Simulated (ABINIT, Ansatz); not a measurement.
# RbSbS3 (Pm-3m): zone-centre phonons, part 3 of 4

Aim: the zone-centre modes of RbSbS3 (Pm-3m).

ABINIT 10.8.3; DFT PBEsol, scalar-relativistic, plane waves, PseudoDojo norm-conserving pseudopotentials.

So far. Step 3 (Ground state): The cell stands at -0.34 GPa: the relaxation ran with a smoothed and higher cutoff, and the difference is a stress of the finite basis. Step 4 (Linear response at Γ): The acoustic modes at Γ come out as far as 3.3 cm⁻¹ from zero, where they should vanish, a small numerical error. The lowest optical mode is imaginary, 77i cm⁻¹, an instability at this level and on this k mesh. The relaxed cell has a = 5.088 Å (conventional setting).

The structure was built from a prototype and need not be the compound's stable phase.

## (5) Modes with the sum rule

anaddb reads the merged derivatives and imposes the acoustic sum rule.

anaddb.abi

```
ddb_filepath "gamma_DDB"
output_file "anaddb.abo"
outdata_prefix "anaddb"
asr 1
chneut 1
enunit 2
eivec 1
nph1l 1
qph1l 0.0 0.0 0.0 1.0
```

mrgddb.in

```
gamma_DDB
merged
2
dfpt_gammao_DDB
gso_DDB
```

On the command line:

```bash
$ mrgddb < mrgddb.in > mrgddb.log
$ OMP_NUM_THREADS=1 anaddb anaddb.abi > anaddb.log
```

anaddb.abo, the main output file:

```text
-outvars_anaddb: echo values of input variables ----------------------

 Miscellaneous information :
      enunit         2
       eivec         1
         asr         1
 First list of wavevector (reduced coord.) :
       nph1l         1
       qph1l
                     0.00000000E+00  0.00000000E+00  0.00000000E+00    1.000E+00

================================================================================

 read the DDB information and perform some checks

  ==== Info on the Cryst% object ====
 Real(R)+Recip(G) space primitive vectors, cartesian coordinates (Bohr,Bohr^-1):
 R(1)=  9.6151886  0.0000000  0.0000000  G(1)=  0.1040021  0.0000000  0.0000000
 R(2)=  0.0000000  9.6151886  0.0000000  G(2)=  0.0000000  0.1040021  0.0000000
 R(3)=  0.0000000  0.0000000  9.6151886  G(3)=  0.0000000  0.0000000  0.1040021
 Unit cell volume ucvol=  8.8894200E+02 bohr^3
 Angles (23,13,12)=  9.00000000E+01  9.00000000E+01  9.00000000E+01 degrees
 Time-reversal symmetry is present
 Reduced atomic positions [iatom, xred, symbol]:
    1)    0.0000000  0.0000000  0.0000000  Rb
    2)    0.5000000  0.5000000  0.5000000  Sb
    3)    0.5000000  0.5000000  0.0000000   S
    4)    0.5000000  0.0000000  0.5000000   S
    5)    0.0000000  0.5000000  0.5000000   S

 DDB file with 3 blocks has been read.

================================================================================

 Treat the first list of vectors

  Phonon wavevector (reduced coordinates) :  0.00000  0.00000  0.00000
 Phonon energies in Hartree :
  -3.510967E-04 -3.510967E-04 -3.510967E-04 -1.644055E-04 -1.644055E-04
  -1.644055E-04  1.418127E-08  1.434153E-08  1.481197E-08  3.336400E-04
   3.336400E-04  3.336400E-04  8.493448E-04  8.493448E-04  8.493448E-04
 Phonon energies in meV     :
- -9.553829E+00 -9.553829E+00 -9.553829E+00 -4.473703E+00 -4.473703E+00
- -4.473703E+00  3.858919E-04  3.902530E-04  4.030541E-04  9.078807E+00
-  9.078807E+00  9.078807E+00  2.311185E+01  2.311185E+01  2.311185E+01
 Phonon frequencies in cm-1    :
- -7.705682E+01 -7.705682E+01 -7.705682E+01 -3.608285E+01 -3.608285E+01
- -3.608285E+01  3.112428E-03  3.147603E-03  3.250851E-03  7.322552E+01
-  7.322552E+01  7.322552E+01  1.864096E+02  1.864096E+02  1.864096E+02
 Phonon frequencies in Thz     :
- -2.310105E+00 -2.310105E+00 -2.310105E+00 -1.081736E+00 -1.081736E+00
- -1.081736E+00  9.330826E-05  9.436276E-05  9.745805E-05  2.195246E+00
-  2.195246E+00  2.195246E+00  5.588420E+00  5.588420E+00  5.588420E+00
 Phonon energies in Kelvin  :
- -1.108676E+02 -1.108676E+02 -1.108676E+02 -5.191516E+01 -5.191516E+01
- -5.191516E+01  4.478090E-03  4.528698E-03  4.677249E-03  1.053552E+02
-  1.053552E+02  1.053552E+02  2.682019E+02  2.682019E+02  2.682019E+02

 Eigendisplacements
 (will be given, for each mode : in cartesian coordinates
   for each atom the real part of the displacement vector,
   then the imaginary part of the displacement vector - absolute values smaller than 1.0d-7 are set to zero)
  Mode number    1   Energy   -3.510967E-04
 Attention : low frequency mode.
   (Could be unstable or acoustic mode)
-  1  0.00000000E+00  0.00000000E+00  4.36521630E-04
-     0.00000000E+00  0.00000000E+00  0.00000000E+00
-  2  0.00000000E+00  0.00000000E+00 -1.34198056E-03
-     0.00000000E+00  0.00000000E+00  0.00000000E+00
-  3  0.00000000E+00  0.00000000E+00 -4.42649047E-04
-     0.00000000E+00  0.00000000E+00  0.00000000E+00
-  4  0.00000000E+00  0.00000000E+00  2.18701135E-03
-     0.00000000E+00  0.00000000E+00  0.00000000E+00
-  5  0.00000000E+00  0.00000000E+00  2.18701135E-03
-     0.00000000E+00  0.00000000E+00  0.00000000E+00
  Mode number    2   Energy   -3.510967E-04
 Attention : low frequency mode.
   (Could be unstable or acoustic mode)
-  1  0.00000000E+00  4.36521630E-04  0.00000000E+00
-     0.00000000E+00  0.00000000E+00  0.00000000E+00
-  2  0.00000000E+00 -1.34198056E-03  0.00000000E+00
-     0.00000000E+00  0.00000000E+00  0.00000000E+00
-  3  0.00000000E+00  2.18701135E-03  0.00000000E+00
-     0.00000000E+00  0.00000000E+00  0.00000000E+00
-  4  0.00000000E+00 -4.42649047E-04  0.00000000E+00
-     0.00000000E+00  0.00000000E+00  0.00000000E+00
-  5  0.00000000E+00  2.18701135E-03  0.00000000E+00
-     0.00000000E+00  0.00000000E+00  0.00000000E+00
  Mode number    3   Energy   -3.510967E-04
 Attention : low frequency mode.
   (Could be unstable or acoustic mode)
-  1  4.36521630E-04  0.00000000E+00  0.00000000E+00
-     0.00000000E+00  0.00000000E+00  0.00000000E+00
-  2 -1.34198056E-03  0.00000000E+00  0.00000000E+00
-     0.00000000E+00  0.00000000E+00  0.00000000E+00
-  3  2.18701135E-03  0.00000000E+00  0.00000000E+00
-     0.00000000E+00  0.00000000E+00  0.00000000E+00
-  4  2.18701135E-03  0.00000000E+00  0.00000000E+00
-     0.00000000E+00  0.00000000E+00  0.00000000E+00
-  5 -4.42649047E-04  0.00000000E+00  0.00000000E+00
-     0.00000000E+00  0.00000000E+00  0.00000000E+00
  Mode number    4   Energy   -1.644055E-04
 Attention : low frequency mode.
   (Could be unstable or acoustic mode)
-  1  0.00000000E+00  0.00000000E+00  0.00000000E+00
-     0.00000000E+00  0.00000000E+00  0.00000000E+00
-  2  0.00000000E+00  0.00000000E+00  0.00000000E+00
-     0.00000000E+00  0.00000000E+00  0.00000000E+00
-  3  0.00000000E+00  0.00000000E+00  0.00000000E+00
-     0.00000000E+00  0.00000000E+00  0.00000000E+00
-  4  0.00000000E+00  0.00000000E+00 -2.92470830E-03
-     0.00000000E+00  0.00000000E+00  0.00000000E+00
-  5  0.00000000E+00  0.00000000E+00  2.92470830E-03
-     0.00000000E+00  0.00000000E+00  0.00000000E+00
  Mode number    5   Energy   -1.644055E-04
 Attention : low frequency mode.
   (Could be unstable or acoustic mode)
-  1  0.00000000E+00  0.00000000E+00  0.00000000E+00
-     0.00000000E+00  0.00000000E+00  0.00000000E+00
-  2  0.00000000E+00  0.00000000E+00  0.00000000E+00
-     0.00000000E+00  0.00000000E+00  0.00000000E+00
-  3  0.00000000E+00  2.92470830E-03  0.00000000E+00
-     0.00000000E+00  0.00000000E+00  0.00000000E+00
-  4  0.00000000E+00  0.00000000E+00  0.00000000E+00
-     0.00000000E+00  0.00000000E+00  0.00000000E+00
-  5  0.00000000E+00 -2.92470830E-03  0.00000000E+00
-     0.00000000E+00  0.00000000E+00  0.00000000E+00
  Mode number    6   Energy   -1.644055E-04
 Attention : low frequency mode.
   (Could be unstable or acoustic mode)
-  1  0.00000000E+00  0.00000000E+00  0.00000000E+00
-     0.00000000E+00  0.00000000E+00  0.00000000E+00
-  2  0.00000000E+00  0.00000000E+00  0.00000000E+00
-     0.00000000E+00  0.00000000E+00  0.00000000E+00
-  3  2.92470830E-03  0.00000000E+00  0.00000000E+00
-     0.00000000E+00  0.00000000E+00  0.00000000E+00
-  4 -2.92470830E-03  0.00000000E+00  0.00000000E+00
-     0.00000000E+00  0.00000000E+00  0.00000000E+00
-  5  0.00000000E+00  0.00000000E+00  0.00000000E+00
-     0.00000000E+00  0.00000000E+00  0.00000000E+00
  Mode number    7   Energy    1.418127E-08
 Attention : low frequency mode.
   (Could be unstable or acoustic mode)
-  1  0.00000000E+00  0.00000000E+00 -1.34468265E-03
-     0.00000000E+00  0.00000000E+00  0.00000000E+00
-  2  0.00000000E+00  0.00000000E+00 -1.34454513E-03
-     0.00000000E+00  0.00000000E+00  0.00000000E+00
-  3  0.00000000E+00  0.00000000E+00 -1.34457932E-03
-     0.00000000E+00  0.00000000E+00  0.00000000E+00
-  4  0.00000000E+00  0.00000000E+00 -1.34468637E-03
-     0.00000000E+00  0.00000000E+00  0.00000000E+00
-  5  0.00000000E+00  0.00000000E+00 -1.34468637E-03
-     0.00000000E+00  0.00000000E+00  0.00000000E+00
  Mode number    8   Energy    1.434153E-08
 Attention : low frequency mode.
   (Could be unstable or acoustic mode)
-  1  0.00000000E+00  1.34468265E-03  0.00000000E+00
-     0.00000000E+00  0.00000000E+00  0.00000000E+00
-  2  0.00000000E+00  1.34454513E-03  0.00000000E+00
-     0.00000000E+00  0.00000000E+00  0.00000000E+00
-  3  0.00000000E+00  1.34468637E-03  0.00000000E+00
-     0.00000000E+00  0.00000000E+00  0.00000000E+00
-  4  0.00000000E+00  1.34457932E-03  0.00000000E+00
-     0.00000000E+00  0.00000000E+00  0.00000000E+00
-  5  0.00000000E+00  1.34468637E-03  0.00000000E+00
-     0.00000000E+00  0.00000000E+00  0.00000000E+00
  Mode number    9   Energy    1.481197E-08
 Attention : low frequency mode.
   (Could be unstable or acoustic mode)
-  1  1.34468265E-03  0.00000000E+00  0.00000000E+00
-     0.00000000E+00  0.00000000E+00  0.00000000E+00
-  2  1.34454513E-03  0.00000000E+00  0.00000000E+00
-     0.00000000E+00  0.00000000E+00  0.00000000E+00
-  3  1.34468637E-03  0.00000000E+00  0.00000000E+00
-     0.00000000E+00  0.00000000E+00  0.00000000E+00
-  4  1.34468637E-03  0.00000000E+00  0.00000000E+00
-     0.00000000E+00  0.00000000E+00  0.00000000E+00
-  5  1.34457932E-03  0.00000000E+00  0.00000000E+00
-     0.00000000E+00  0.00000000E+00  0.00000000E+00
  Mode number   10   Energy    3.336400E-04
-  1  0.00000000E+00  0.00000000E+00  2.10233495E-03
-     0.00000000E+00  0.00000000E+00  0.00000000E+00
-  2  0.00000000E+00  0.00000000E+00 -5.79684050E-04
-     0.00000000E+00  0.00000000E+00  0.00000000E+00
-  3  0.00000000E+00  0.00000000E+00 -7.76549042E-04
-     0.00000000E+00  0.00000000E+00  0.00000000E+00
-  4  0.00000000E+00  0.00000000E+00 -1.31310030E-03
-     0.00000000E+00  0.00000000E+00  0.00000000E+00
-  5  0.00000000E+00  0.00000000E+00 -1.31310030E-03
-     0.00000000E+00  0.00000000E+00  0.00000000E+00
  Mode number   11   Energy    3.336400E-04
-  1  0.00000000E+00  2.10233495E-03  0.00000000E+00
-     0.00000000E+00  0.00000000E+00  0.00000000E+00
-  2  0.00000000E+00 -5.79684050E-04  0.00000000E+00
-     0.00000000E+00  0.00000000E+00  0.00000000E+00
-  3  0.00000000E+00 -1.31310030E-03  0.00000000E+00
-     0.00000000E+00  0.00000000E+00  0.00000000E+00
-  4  0.00000000E+00 -7.76549042E-04  0.00000000E+00
-     0.00000000E+00  0.00000000E+00  0.00000000E+00
-  5  0.00000000E+00 -1.31310030E-03  0.00000000E+00
-     0.00000000E+00  0.00000000E+00  0.00000000E+00
  Mode number   12   Energy    3.336400E-04
-  1  2.10233495E-03  0.00000000E+00  0.00000000E+00
-     0.00000000E+00  0.00000000E+00  0.00000000E+00
-  2 -5.79684050E-04  0.00000000E+00  0.00000000E+00
-     0.00000000E+00  0.00000000E+00  0.00000000E+00
-  3 -1.31310030E-03  0.00000000E+00  0.00000000E+00
-     0.00000000E+00  0.00000000E+00  0.00000000E+00
-  4 -1.31310030E-03  0.00000000E+00  0.00000000E+00
-     0.00000000E+00  0.00000000E+00  0.00000000E+00
-  5 -7.76549042E-04  0.00000000E+00  0.00000000E+00
-     0.00000000E+00  0.00000000E+00  0.00000000E+00
  Mode number   13   Energy    8.493448E-04
-  1  0.00000000E+00  0.00000000E+00  4.66374158E-06
-     0.00000000E+00  0.00000000E+00  0.00000000E+00
-  2  0.00000000E+00  0.00000000E+00 -7.48953770E-04
-     0.00000000E+00  0.00000000E+00  0.00000000E+00
-  3  0.00000000E+00  0.00000000E+00  3.80801485E-03
-     0.00000000E+00  0.00000000E+00  0.00000000E+00
-  4  0.00000000E+00  0.00000000E+00 -4.88350452E-04
-     0.00000000E+00  0.00000000E+00  0.00000000E+00
-  5  0.00000000E+00  0.00000000E+00 -4.88350452E-04
-     0.00000000E+00  0.00000000E+00  0.00000000E+00
  Mode number   14   Energy    8.493448E-04
-  1  0.00000000E+00 -4.66374158E-06  0.00000000E+00
-     0.00000000E+00  0.00000000E+00  0.00000000E+00
-  2  0.00000000E+00  7.48953770E-04  0.00000000E+00
-     0.00000000E+00  0.00000000E+00  0.00000000E+00
-  3  0.00000000E+00  4.88350452E-04  0.00000000E+00
-     0.00000000E+00  0.00000000E+00  0.00000000E+00
-  4  0.00000000E+00 -3.80801485E-03  0.00000000E+00
-     0.00000000E+00  0.00000000E+00  0.00000000E+00
-  5  0.00000000E+00  4.88350452E-04  0.00000000E+00
-     0.00000000E+00  0.00000000E+00  0.00000000E+00
  Mode number   15   Energy    8.493448E-04
-  1  4.66374158E-06  0.00000000E+00  0.00000000E+00
-     0.00000000E+00  0.00000000E+00  0.00000000E+00
-  2 -7.48953770E-04  0.00000000E+00  0.00000000E+00
-     0.00000000E+00  0.00000000E+00  0.00000000E+00
-  3 -4.88350452E-04  0.00000000E+00  0.00000000E+00
-     0.00000000E+00  0.00000000E+00  0.00000000E+00
-  4 -4.88350452E-04  0.00000000E+00  0.00000000E+00
-     0.00000000E+00  0.00000000E+00  0.00000000E+00
-  5  3.80801485E-03  0.00000000E+00  0.00000000E+00
-     0.00000000E+00  0.00000000E+00  0.00000000E+00

 Analysis of degeneracies and characters (maximum tolerance=1.00E-06 a.u.)
 For each vibration mode, or group of modes if degenerate,
 the characters are given for each symmetry operation (see the list in the log file).
 Symmetry characters of vibration mode #   1
       degenerate with vibration modes #   2 to    3
  3.0 -3.0 -1.0  1.0 -1.0  1.0 -1.0  1.0  1.0 -1.0 -1.0  1.0  1.0 -1.0 -1.0  1.0
  0.0 -0.0  0.0 -0.0  0.0 -0.0 -0.0  0.0  1.0 -1.0 -1.0  1.0 -1.0  1.0  1.0 -1.0
  0.0 -0.0  0.0 -0.0 -0.0  0.0  0.0 -0.0  1.0 -1.0  1.0 -1.0 -1.0  1.0 -1.0  1.0
 Symmetry characters of vibration mode #   4
       degenerate with vibration modes #   5 to    6
  3.0 -3.0 -1.0  1.0 -1.0  1.0 -1.0  1.0 -1.0  1.0  1.0 -1.0 -1.0  1.0  1.0 -1.0
 -0.0  0.0 -0.0  0.0  0.0 -0.0  0.0 -0.0 -1.0  1.0  1.0 -1.0  1.0 -1.0 -1.0  1.0
 -0.0  0.0  0.0 -0.0  0.0 -0.0 -0.0  0.0 -1.0  1.0 -1.0  1.0  1.0 -1.0  1.0 -1.0
 Symmetry characters of vibration mode #   7
       degenerate with vibration modes #   8 to    9
  3.0 -3.0 -1.0  1.0 -1.0  1.0 -1.0  1.0  1.0 -1.0 -1.0  1.0  1.0 -1.0 -1.0  1.0
  0.0 -0.0  0.0 -0.0 -0.0  0.0 -0.0  0.0  1.0 -1.0 -1.0  1.0 -1.0  1.0  1.0 -1.0
  0.0 -0.0 -0.0  0.0 -0.0  0.0  0.0 -0.0  1.0 -1.0  1.0 -1.0 -1.0  1.0 -1.0  1.0
 Symmetry characters of vibration mode #  10
       degenerate with vibration modes #  11 to   12
  3.0 -3.0 -1.0  1.0 -1.0  1.0 -1.0  1.0  1.0 -1.0 -1.0  1.0  1.0 -1.0 -1.0  1.0
  0.0 -0.0  0.0 -0.0 -0.0  0.0 -0.0  0.0  1.0 -1.0 -1.0  1.0 -1.0  1.0  1.0 -1.0
  0.0 -0.0 -0.0  0.0 -0.0  0.0  0.0 -0.0  1.0 -1.0  1.0 -1.0 -1.0  1.0 -1.0  1.0
 Symmetry characters of vibration mode #  13
       degenerate with vibration modes #  14 to   15
  3.0 -3.0 -1.0  1.0 -1.0  1.0 -1.0  1.0  1.0 -1.0 -1.0  1.0  1.0 -1.0 -1.0  1.0
 -0.0  0.0 -0.0  0.0  0.0 -0.0  0.0 -0.0  1.0 -1.0 -1.0  1.0 -1.0  1.0  1.0 -1.0
 -0.0  0.0  0.0 -0.0  0.0 -0.0 -0.0  0.0  1.0 -1.0  1.0 -1.0 -1.0  1.0 -1.0  1.0
-
```

Run time: 0.75 s. Hardware: 1 thread of Intel Xeon 6975P-C (Granite Rapids), shared host.

This step gave:

* lowest optical zone-centre mode: -77.06 cm⁻¹

No LO-TO term; unit eigenvectors of the mass-weighted matrix, from anaddb's displacements. The modes at Γ (shares of kinetic energy by element, %) (negative means imaginary):

| mode | frequency (cm⁻¹) | symmetry | Rb % | Sb % | S % |
| --- | --- | --- | --- | --- | --- |
| 1 | -77.1 | T1u | 3 | 40 | 57 |
| 2 | -77.1 | T1u | 3 | 40 | 57 |
| 3 | -77.1 | T1u | 3 | 40 | 57 |
| 4 | -36.1 | T2u | 0 | 0 | 100 |
| 5 | -36.1 | T2u | 0 | 0 | 100 |
| 6 | -36.1 | T2u | 0 | 0 | 100 |
| 7 | 0.0 | acoustic | 28 | 40 | 32 |
| 8 | 0.0 | acoustic | 28 | 40 | 32 |
| 9 | 0.0 | acoustic | 28 | 40 | 32 |
| 10 | 73.2 | T1u | 69 | 7 | 24 |
| 11 | 73.2 | T1u | 69 | 7 | 24 |
| 12 | 73.2 | T1u | 69 | 7 | 24 |
| 13 | 186.4 | T1u | 0 | 12 | 88 |
| 14 | 186.4 | T1u | 0 | 12 | 88 |
| 15 | 186.4 | T1u | 0 | 12 | 88 |

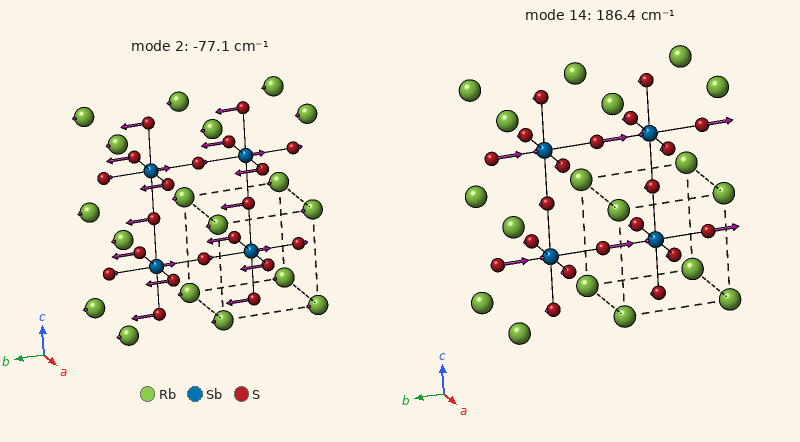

Displacement patterns of modes 2 and 14 at Γ; arrows are exaggerated. 1×2×2 cells are drawn. Some periodic images of atoms are drawn too.

The rule moves no optical mode by more than 0.1 cm⁻¹.

(Continued in part 4 of 4.)

[Host names and launcher messages were left out of these logs when they were recorded.]

[Logs are printed without paths, hosts, clocks, repeated set-up lines and the standing remarks that a program may print on its own settings, such as how far it seeks lower states.]

[Hosts, paths, dates, database ids (printed as entryN), source tags and the programs' standing remarks are cut or masked in the printed files.]
